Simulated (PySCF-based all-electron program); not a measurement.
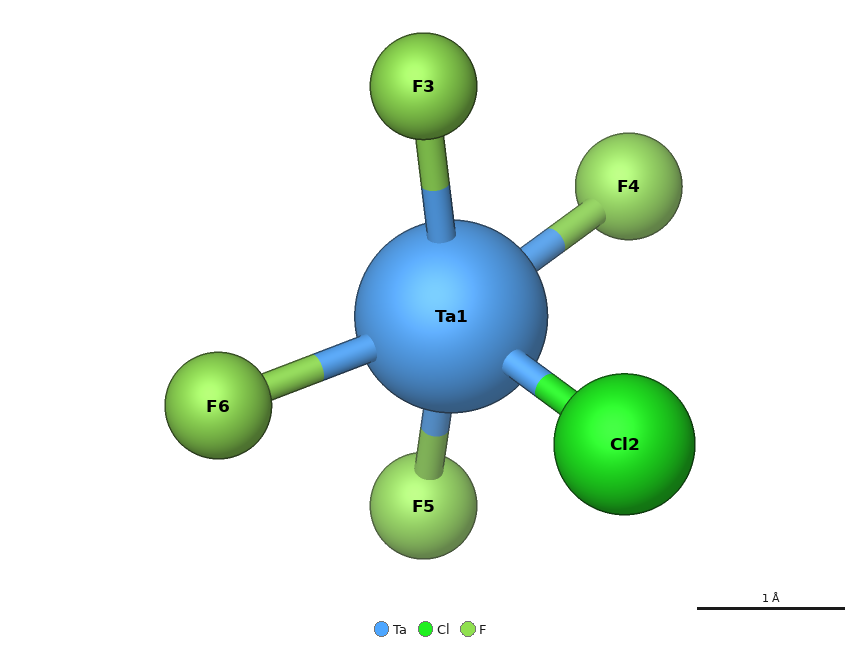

The picture comes from a calculation with PySCF-based all-electron program.

The atoms are numbered. Charge 0, singlet. Geometry: a fixed input geometry, not necessarily a minimum.

How are the neighbours of atom 1 arranged?

Ta1 has 5 neighbours (Cl2 at 1.82, F3 at 1.86, F4 at 1.86, F5 at 1.86, F6 at 1.86 Å); the arrangement is square pyramidal.
